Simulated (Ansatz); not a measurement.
## Pressure series in Al

The reference is Al in the fcc (Cu type) structure (space group Fm-3m, No. 225).

```yaml
crystal:
  lattice:
    - [0.00000, 2.00717, 2.00717]
    - [2.00717, 0.00000, 2.00717]
    - [2.00717, 2.00717, 0.00000]
  atoms:
    - { symbol: Al, position: [0.00000, 0.00000, 0.00000] }
```

Cell and atoms are relaxed at each pressure.

Calculations: Kohn–Sham DFT with the PBEsol functional, run in Ansatz (a quantum-chemistry and plane-wave program) with PAW and 420 eV plane waves, spin-orbit coupling left out.

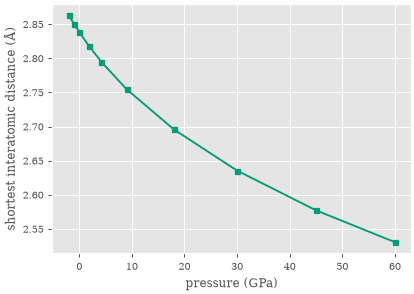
Figure. Shortest interatomic distance against pressure

| pressure (GPa) | shortest interatomic distance |
|---|---|
| -2 | 2.863 Å |
| -1 | 2.851 Å |
| 1.8 | 2.819 Å |
| 4.2 | 2.795 Å |
| 9 | 2.755 Å |
| 18 | 2.696 Å |
| 30 | 2.635 Å |
| 45 | 2.577 Å |
| 60 | 2.531 Å |

Load acts through the strain it causes; cell and atoms are relaxed under it. Stability against distortions was not tested. Competing high-pressure phases were not computed.
